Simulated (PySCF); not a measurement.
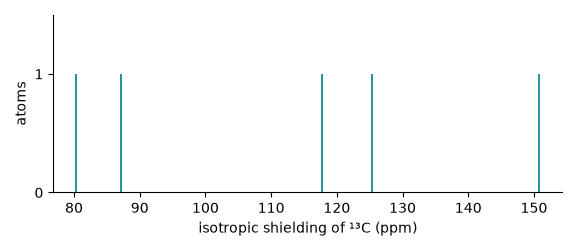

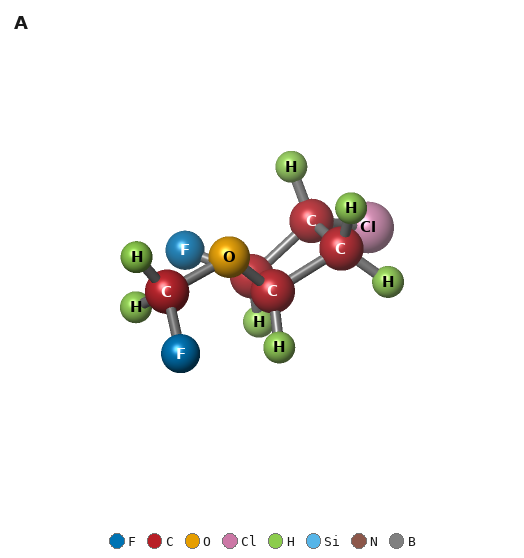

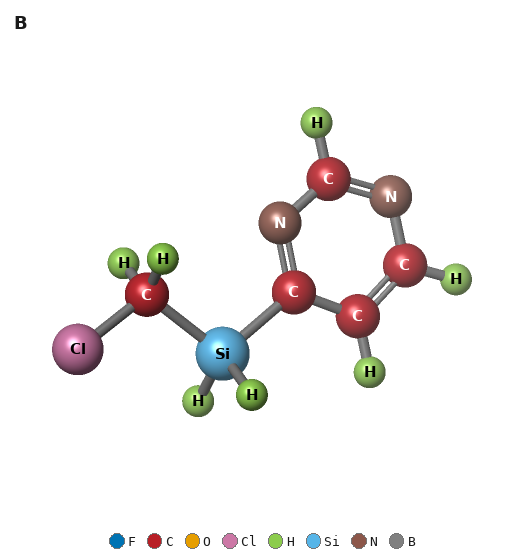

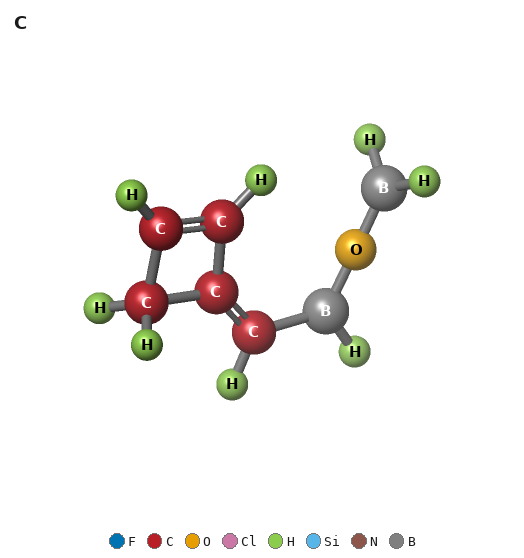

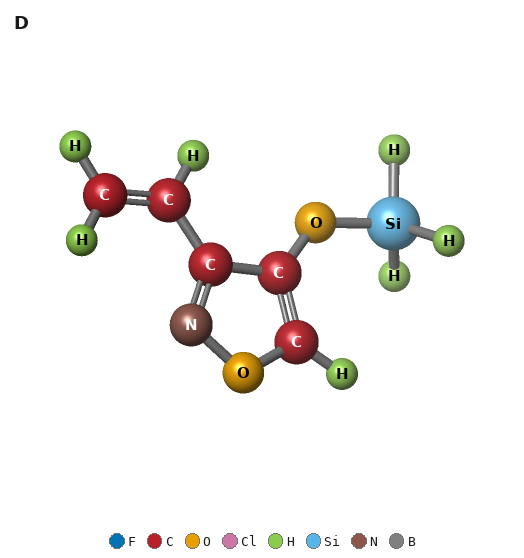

The sticks are computed shieldings of one of the molecules, for one fixed geometry (GFN2-xTB) without averaging over rotations. Low shielding means a high chemical shift. Method: GIAO PBE0/pcSseg-1 NMR shielding, non-relativistic, gas phase (PySCF 2.14.0).

Question: Match the spectrum to a structure.

Answer: A, `FCO[C@@H]1C[C@@H](Cl)[C@@H]1F`. Its 5 C atoms give lines at 80.3, 87.1, 117.7, 125.3, 150.8 ppm.

The geometry is semi-empirical. Around B, Si such bond lengths and angles can be off by a tenth of an ångström or more and by several degrees, and values that hang on the shape move with them.
